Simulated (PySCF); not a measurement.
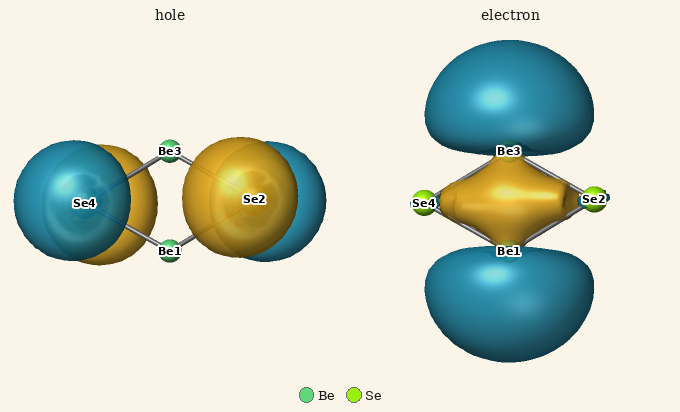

Figure. (BeSe)2 ring (Be2Se2). Leading natural transition orbital pair of S₁ (TDA singlet states); the surfaces enclose about 78 % of each orbital's density.

Computed with PySCF, PBE0/def2-SVP, geometry: GFN2-xTB. This is a single-reference result, which may miss multireference character in this system. No frequency check shows the geometry to be a minimum. GFN2-xTB bond lengths at metals and heavier atoms can be off by up to 0.1 Å and shapes distorted, which carries into these values. Without diffuse functions Rydberg states are missing, so the states' numbers hold for this basis only.

Input

```python
import numpy as np
from pyscf import gto, scf, dft, tdscf
from pyscf.scf import atom_ks, atom_hf
from scipy.linalg import block_diag

def solve(mol, dm0=None, hcore=None):
    mf = (dft.UKS if mol.spin else dft.RKS)(mol, xc='pbe0')
    mf.grids.level = 3
    mf = mf.density_fit(auxbasis='def2-universal-jkfit')
    mf.conv_tol, mf.max_cycle = 1e-8, 80
    if hcore is not None:
        mf.get_hcore = lambda *args: hcore
    mf.kernel(dm0)
    if not mf.converged:
        mf = mf.newton().run(mf.mo_coeff, mf.mo_occ, max_cycle=30)
    assert mf.converged, 'SCF not converged'
    return mf

mol = gto.M(atom='''
Be     0.00003     1.00767     0.00000
Se    -1.81806     0.00000     0.00000
Be     0.00003    -1.00759     0.00000
Se     1.81805     0.00000     0.00000
''', basis='def2-svp', charge=0, spin=0, verbose=4)
mf = solve(mol)
td = mf.TDA()
td.nstates, td.singlet, td.conv_tol = 5, True, 1e-5
td.kernel()
td.analyze()
x, y = np.array([p[0] for p in td.xy]), np.array([p[1] + 0 * p[0] for p in td.xy])
f, mu = td.oscillator_strength(), td.transition_dipole()
nto = [td.get_nto(state=i + 1, verbose=4) for i in range(len(td.e))]
# spherically averaged free atoms, for the promolecule
atm = atom_ks.get_atm_nrks(mol, xc='pbe0')
pro = block_diag(*[(atm[a[0]][2] * atm[a[0]][3]) @ atm[a[0]][2].T for a in mol._atom])
np.savez('result.npz', e=td.e, f=f, ok=td.converged, w=[n[0] for n in nto], nto=[n[1] for n in nto], x=x, y=y, c=mf.mo_coeff, occ=mf.mo_occ, eps=mf.mo_energy, pro=pro, mu=mu)
```

Launched as:

```sh
OMP_NUM_THREADS=1 python input.py
```

The run took 76 s on 1 thread of Intel(R) Xeon(R) Processor @ 2.50GHz (Skylake/Cascade Lake), on a shared host, peak memory 0.45 GiB.

Where does the state lie, and where do hole and electron sit?

Answer. 2.30 eV (539 nm), f = 0.000 (dark), partly diffuse acceptor orbital, which a basis without diffuse functions describes poorly; the leading pair carries 100 %; hole on Se2 and Se4 (45 % each), electron on Be1 and Be3 (42 % each) and Se2 and Se4 (8 % each) (atom shares of so diffuse an orbital are rough); their centroids lie 0.0 Å apart. In canonical orbitals it is mainly HOMO → LUMO (100 %). The HOMO–LUMO gap is 3.60 eV.
